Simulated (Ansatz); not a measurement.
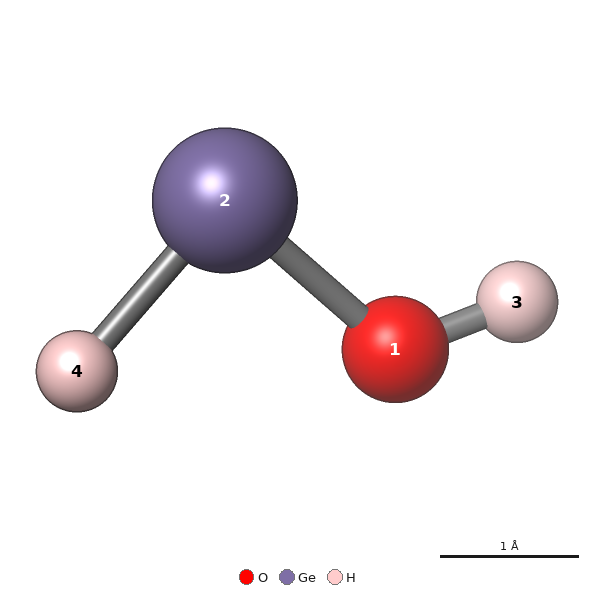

The picture comes from a calculation with Ansatz.

Orthographic view. Distant atoms are faded towards the background colour. Geometry: atoms displaced at random (about 0.015 Å) from a stationary point of GFN2-xTB.

Give the geometry as a Z-matrix, atoms in numerical order, with these reference atoms: 2 to 1; 3 to 1, 2; 4 to 2, 1, 3.

```
O  
Ge   1   1.767
H    1   0.974   2   119.8
H    2   1.647   1    90.3   3   179.3
```
